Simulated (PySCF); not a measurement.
C₅H₉BF₂S

The calculation's input:

```
{"job": {"kind": "nmr", "xc": "PBE0", "basis": "pcSseg-1"}, "charge": 0, "multiplicity": 1}
C     -2.102848    -0.684177    -0.297923
C     -1.337156     0.343119     0.529198
C      0.079522     0.521908     0.032044
S      0.168631     1.273417    -1.618031
C      1.192811     0.805231     0.974938
C      1.094672    -0.570599     0.341345
B      2.154555    -1.061746    -0.683289
F      3.017443    -0.276431    -1.293645
F      2.294320    -2.342825    -0.972363
H     -3.126090    -0.770175     0.058113
H     -1.626018    -1.659344    -0.229852
H     -2.122549    -0.384422    -1.342899
H     -1.850722     1.307378     0.479449
H     -1.310809     0.031027     1.575669
H     -0.192454     2.491679    -1.208991
H      1.997227     1.441848     0.637493
H      0.966740     0.892746     2.027589
H      0.693966    -1.352317     0.979499
```

Run with:

```sh
OMP_NUM_THREADS=1 python probes_run.py task.json out
```

Geometry: GFN2-xTB.

These are results of PySCF 2.14.0, PBE0/pcSseg-1, SCF density, gas phase, non-relativistic, not measurements.

What can the converged electron density and electron localisation function tell about the bonding?

Answer. C–C (1.49 Å): ρ at the midpoint is about 1.7 e/Å³; the ELF peaks at about 0.90 between the atoms: a covalent bond.
C–S (1.82 Å): the density is about 1.2 e/Å³ at the midpoint; the ELF peaks at about 0.90 between the atoms, as expected for a shared electron pair.
C–H (1.08 Å): ρ is about 2 e/Å³ halfway; the ELF climbs to about 1 towards the hydrogen, as it does in any bond to H; a covalent bond by its length.

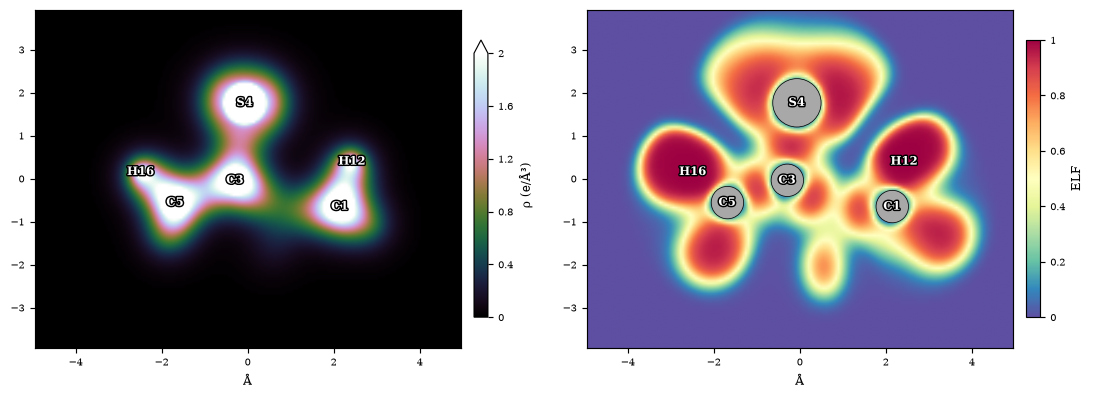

Computed electron density and electron localisation function on the plane of atoms S4, C3 and C5, in this order. Grey discs cover the atomic cores in the ELF map. 
